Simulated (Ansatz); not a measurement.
# CH7BGaN: what the fields show

Input

```
crystal:
  periodic: [false, false, false]
  atoms:
    - { symbol: B, position_ang: [0.65733, 1.59193, 1.22486] }
    - { symbol: "N", position_ang: [1.02719, 0.26183, 0.99413] }
    - { symbol: Ga, position_ang: [0.31483, -1.03578, -0.16396] }
    - { symbol: C, position_ang: [-1.26876, -0.72466, -1.38576] }
    - { symbol: H, position_ang: [-0.25416, 2.02747, 0.62212] }
    - { symbol: H, position_ang: [1.2437, 2.2496, 2.00358] }
    - { symbol: H, position_ang: [1.82194, -0.06573, 1.54011] }
    - { symbol: H, position_ang: [1.1674, -2.36142, -0.0012] }
    - { symbol: H, position_ang: [-2.12588, -0.39565, -0.79203] }
    - { symbol: H, position_ang: [-1.03216, 0.07189, -2.09694] }
    - { symbol: H, position_ang: [-1.55144, -1.61947, -1.9449] }
basis:
  gaussian: { orbitals: def2-SVP }
hamiltonian:
  xc: r2scan
  dispersion: d4
relax:
  f_tol: 0.02
  max_steps: 50
output:
  orbitals: {}
```

Run with:

```sh
ansatz run input.yaml --threads 2 --pin off --max-ram 3072MiB --backend cpu --events-out ev --progress --plain --runs-dir out
```

The fields are those of the run's last geometry, not of the input's.

Theory: RKS r2SCAN-D4/def2-SVP in Ansatz.

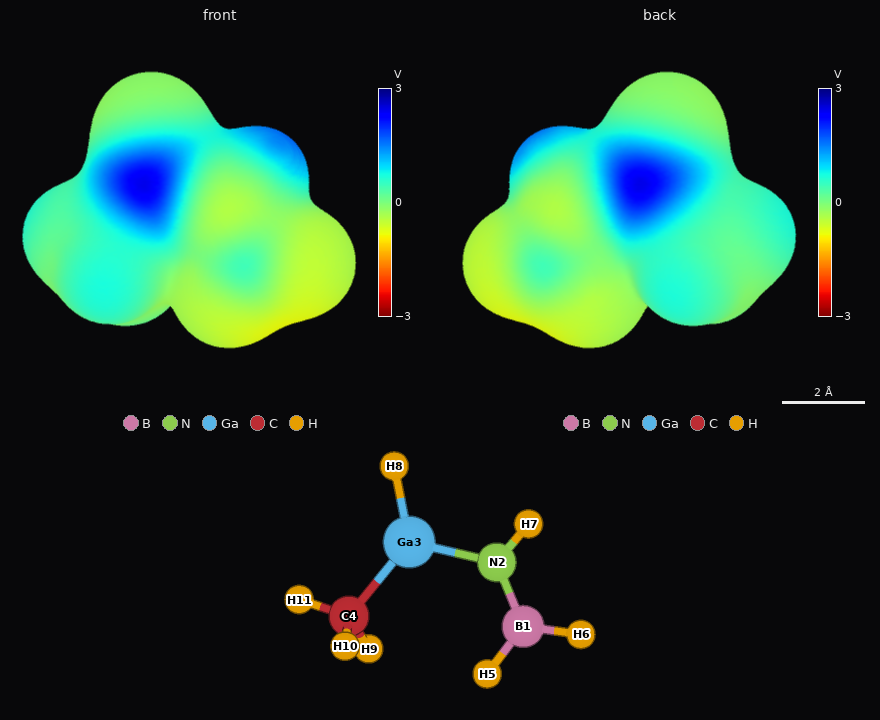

Figure 1. The electrostatic potential painted on the density surface at 0.002 e/bohr³, seen from the front and from behind; red is negative and blue positive. The bare structure is drawn below in the same view.

Which sites attract a positive test charge, and which a negative one?

Answer. A positive charge is drawn to the negative regions and a negative charge to the positive ones. The most negative region (about −0.8 V) lies over H5, the most positive (about +2.4 V) over Ga3.

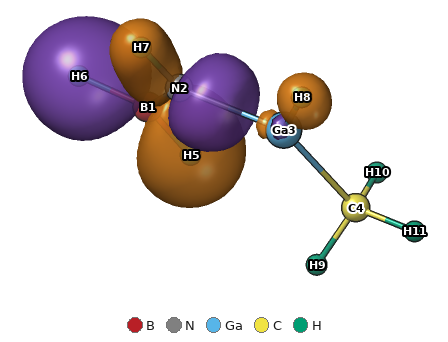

Figure 2. The HOMO at ±0.15 Å⁻³ᐟ² (orange and purple are the two phases), seen at an oblique angle.

Describe this orbital and give its energy.

Answer. Its weight (Hirshfeld) is mainly on B1 (about 25 %), H6 (about 25 %), H5 (about 15 %), N2 (about 15 %) and Ga3 (about 10 %). Its energy is −7.11 eV.

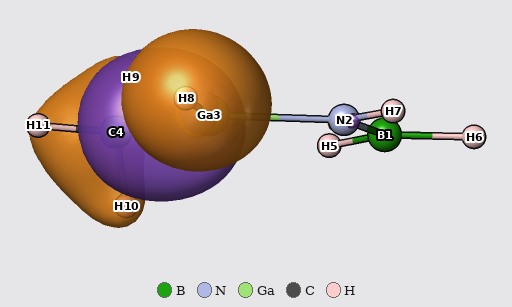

Figure 3. The HOMO−1 at ±0.15 Å⁻³ᐟ² (orange and purple are the two phases), seen from one side.

Describe this orbital and give its energy.

Answer. By Hirshfeld shares it lies mainly on C4 (about 35 %), Ga3 (about 30 %) and H8 (about 20 %). Its energy is −7.33 eV.
